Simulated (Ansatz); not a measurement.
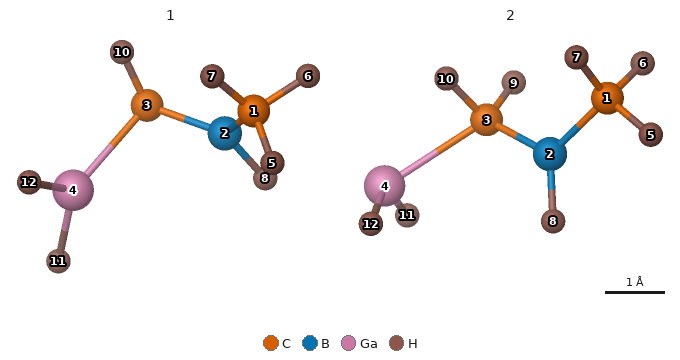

Two geometries of C₂H₈BGa (coarse preliminary run), drawn at one scale. One is the start of a relaxation, the other its converged end. Style: ball-and-stick. Shown from a free direction.

Level of theory: RKS PBE-D4/def2-SVP (Ansatz 0.2.0). (force threshold 0.03 eV/Å; at most 200 steps)

Which one is relaxed?

Answer. Structure 1 is the relaxed one. The start comes from a force field. H8 moves most after the best rigid fit: 1.74 Å. Largest moves by element: H 1.74 Å, Ga 0.67 Å, B 0.67 Å, C 0.40 Å. Near-neighbour distances that change, for instance: Ga4–H11 1.153 → 1.580 Å, C3–Ga4 2.088 → 2.009 Å, B2–H8 1.161 → 1.226 Å, C1–H5 1.171 → 1.112 Å. Among the angles between lasting bonds that change: C3–Ga4–H11 89.3° → 119.4°, Ga4–C3–H9 127.9° → 103.6°, Ga4–C3–H10 81.3° → 103.9°. Groups turn about C1–B2 by about 55°. Over 17 accepted moves (19 points after the start) the energy falls by 463.4 kJ/mol. The largest force component goes from 15 to 0.016 eV/Å. The line search rejected the trial steps at points 11, 15 of the run. The forces were under the threshold at step 16, but the run went on from there.
